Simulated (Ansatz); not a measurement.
Fields on a plane of K (bcc, W type)

```
CELL_PARAMETERS angstrom
     -2.63975     2.63975     2.63975
      2.63975    -2.63975     2.63975
      2.63975     2.63975    -2.63975
ATOMIC_POSITIONS crystal
  K  0.00000 0.00000 0.00000
```

The slice is a {211} plane (indices of the conventional cell) through the point (0.000, 0.000, 0.000) (fractional), spanned by u = [111] and v = [1 0 -1] in vectors of this cell: u (4.57 Å) and v (7.47 Å, at 90° to u). It covers one period; positions are fractions (u, v).

Atoms on it: K at (0.00, 0.00).

The numbers are results of PBE (plane waves to 420 eV, PAW, scalar-relativistic; Ansatz, an electronic-structure program), not measurements. k mesh 13×13×13. These are valence fields of a PAW run, semicore shells included where kept as valence: close to a nucleus they are smooth pseudo fields. K was relaxed with its symmetry unable to fall. The PAW data are Ansatz's earlier set.

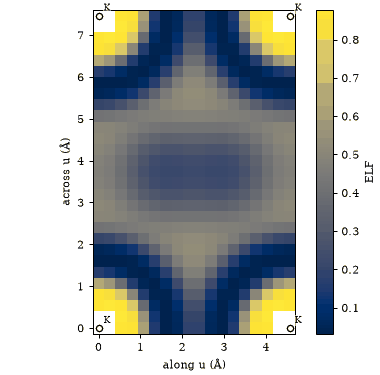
Figure. Electron localisation function (ELF), one period of the plane, atoms marked. Points within 0.5 Å of a nucleus are left white, as the pseudised field means little there.

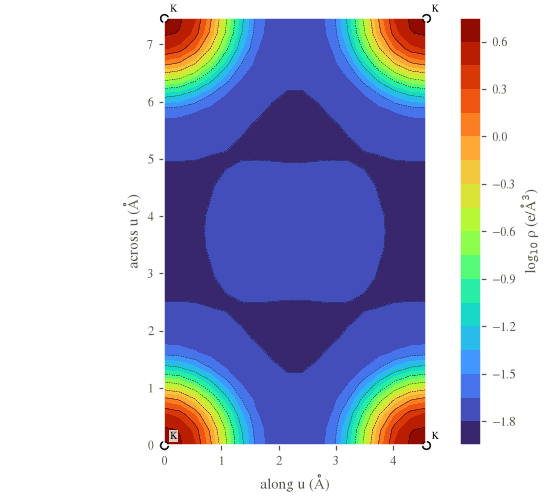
Log₁₀ of the valence density in e/Å³, one period of the plane, atoms marked. The scale is logarithmic, as a density can span decades between atoms and voids.

| Quantity | Result |
|---|---|
| Density on the K–K line (4.57 Å) at its midpoint | 0.02 e/Å³ |
| ELF at that point | 0.2 |
